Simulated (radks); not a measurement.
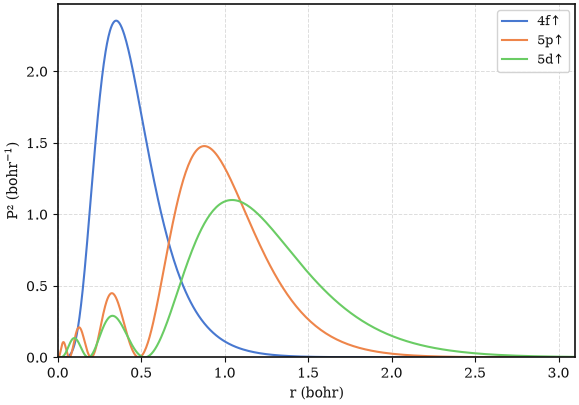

System: Pb⁶⁺ (Z = 82, 76 electrons), configuration [Xe] 4f14 5d8 (high spin). All numbers are computed, not measured: scalar-relativistic Kohn-Sham, PBE, spin-polarised, spherical densities, finite nucleus (the in-house radial solver radks).

```
Z 82
configuration [Xe] 4f14 5d8
relativity scalar-relativistic
functional pbe,pbe
spin polarised
nucleus finite rms 5.5012 fm
c 137.035999084
```

The plot shows the radial probability densities P² of 5p up, 4f up and 5d up.

**Read the plot.**

4f up: outer maximum at 0.350 bohr, ⟨r⟩ = 0.453 bohr, 0 nodes, eigenvalue −212.7 eV; 5p up: outer maximum at 0.878 bohr, ⟨r⟩ = 0.961 bohr, 3 nodes, eigenvalue −163.9 eV; 5d up: outer maximum at 1.04 bohr, ⟨r⟩ = 1.19 bohr, 2 nodes, eigenvalue −96.1 eV.
